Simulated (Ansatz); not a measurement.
```
atom    x (Å)    y (Å)    z (Å)
  In  -0.3685  -0.7496   0.2263
  Cl   0.0266   1.9376  -0.5614
  Cl  -1.5617  -1.4708  -1.6077
  Cl  -1.4642  -0.3643   2.2159
   H   1.2849   1.6575  -0.5124
  Br   2.0829  -1.0104   0.2393
```

The product side of a reaction path; geometry: PBE0-D4/def2-TZVP; core potentials replace the inner electrons of In.

Level of theory: Ansatz 0.2.0, RKS PBE0-D4/def2-TZVPP.

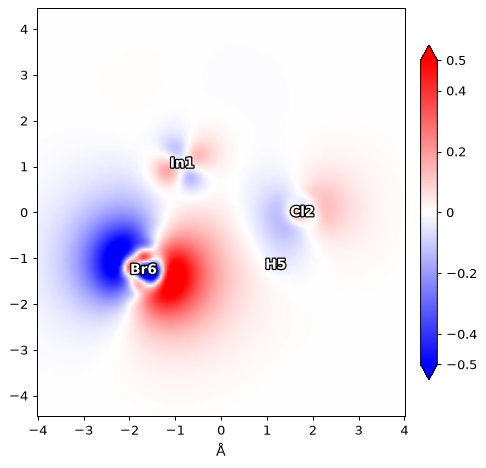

BrCl3HIn. The HOMO−1 on the plane of atoms In1, Cl2 and H5 (values in Å⁻³ᐟ²; the overall sign is arbitrary).

Describe this orbital and give its energy.

Answer. By Hirshfeld shares it lies mainly on Br6 (about 85 %); largely a lone pair of Br6. Its energy is −8.98 eV.
